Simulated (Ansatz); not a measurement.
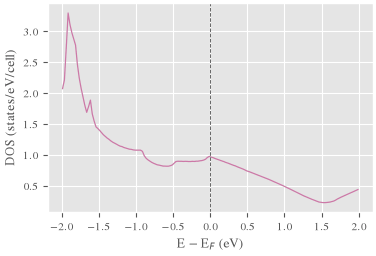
Figure: Density of states of ScB2 (P6/mmm) near the Fermi level, Ansatz (a first-principles code) with PBEsol, rigid bands.

Q: With 3 atoms a cell, what bare Sommerfeld coefficient γ = (π²/3) k_B² N(E_F) follows?

A: N(E_F) ≈ 0.96 states/eV a cell at 300 K, so γ ≈ 0.75 mJ/(mol of atoms·K²), before many-body enhancement (phonons, spin fluctuations, correlation).

Q: How far does the Fermi level move in a rigid band for 0.1 electron a cell added or removed?

A: 106 meV and -107 meV.

A metal at this level (no band gap); rigid bands, thermally averaged at 300 K, both spins. Spin-orbit coupling is left out. Geometry: cell and atoms relaxed with PBEsol.

Formula and space group known from diffraction (Crystallography Open Database), not checked to be the room-temperature form: ScB2 (P6/mmm).
